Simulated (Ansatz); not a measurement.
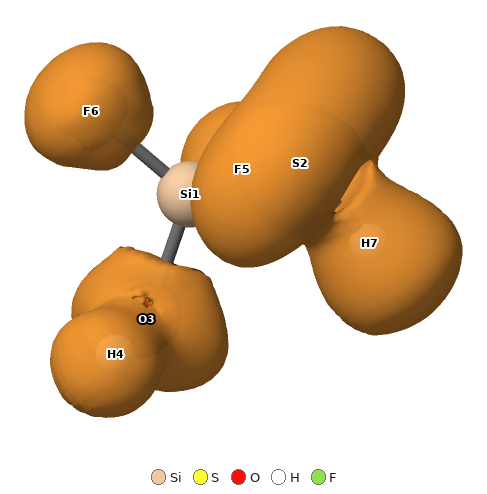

*F₂H₂OSSi. Isosurface of the electron localisation function at 0.75 (orange), seen at a tilt. Only the valence region is drawn (cores and ρ < 0.01 e/Å³ removed).*

These are results of Ansatz, UKS BHLYP/def2-SVP, not measurements.

The calculation's input:

```
crystal:
  periodic: [false, false, false]
  atoms:
    - { symbol: Si, position_ang: [-0.24291, 0.129271, 0.526605] }
    - { symbol: S, position_ang: [1.387414, -0.981312, -0.307052] }
    - { symbol: O, position_ang: [-1.345298, 0.187718, -0.657499] }
    - { symbol: H, position_ang: [-0.997236, -0.371324, -1.359641] }
    - { symbol: F, position_ang: [0.160738, 1.587772, 1.009015] }
    - { symbol: F, position_ang: [-0.775233, -0.625147, 1.817335] }
    - { symbol: H, position_ang: [1.812525, 0.072921, -1.028765] }
magnetization:
  spin_polarized: true
basis:
  gaussian: { orbitals: def2-SVP }
hamiltonian:
  xc: { name: BHLYP }
relax:
  f_tol: 0.03
  max_steps: 50
output:
  orbitals: {}
```

Command:

```sh
ansatz run input.yaml --threads 2 --pin off --max-ram 3072MiB --backend cpu --events-out ev --progress --plain --runs-dir out
```

The fields are those of the relaxed geometry.

### Where are the electrons localised?

The surface consists of two regions wrapped around F (its lone pairs, merged into a ring or cap), one joined region spread over several atoms (H, O), in which their bonds and any lone pairs are merged and one joined region spread over several atoms (H, S), in which their bonds and any lone pairs are merged. Profiles from the grid: Si–F (1.59 Å): the ELF peaks at about 0.85 in the valence shell of F, 0.5 Å from its nucleus, and is about 0.40 at the midpoint. Si–O (1.62 Å): the ELF peaks at about 0.90 between the atoms, as expected for a shared but strongly polarised pair.
